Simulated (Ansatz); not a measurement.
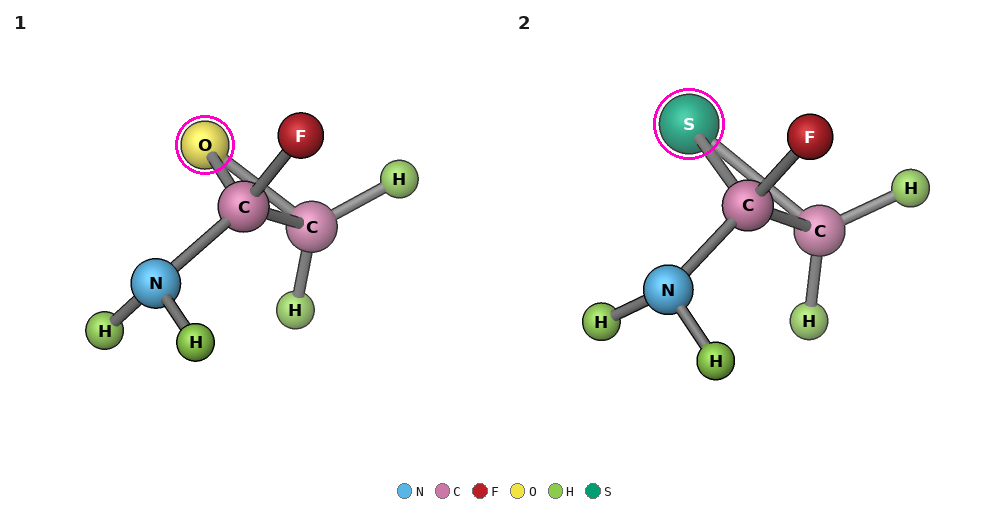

2 molecules with one skeleton, seen from the same side and at one scale; the atom that differs is circled. Charge 0, singlet. Computed geometries: PBE0-D4/def2-TZVP optimisations, one conformation each. Properties computed with Ansatz 0.2.0.

One atom differs, called X below: O in panel 1, S in panel 2. Their formulas are C2H4FNO (`N[C@@]1(F)CO1`), C2H4FNS (`N[C@@]1(F)CS1`).

Question: In which is the HOMO–LUMO gap larger (PBE-D4/def2-TZVPP)?

Answer: In panel 1 (X = O).

Question: In which is the angle C–X–C larger (PBE0-D4/def2-TZVP)?

Answer: In panel 1 (X = O).

Give the values. With PBE0-D4/def2-TZVP: angle C–X–C (°). With PBE-D4/def2-TZVPP: dipole moment (D), HOMO energy (Kohn–Sham orbital) (eV), HOMO–LUMO gap (eV).

```
                            quantity  1 (O)  2 (S)  2 − 1
                     angle C–X–C (°)   62.3   48.2  −14.1
                   dipole moment (D)   3.20   2.95  −0.25
HOMO energy (Kohn–Sham orbital) (eV)  −6.16  −5.76  +0.40
                  HOMO–LUMO gap (eV)   6.35   4.56  −1.79
```
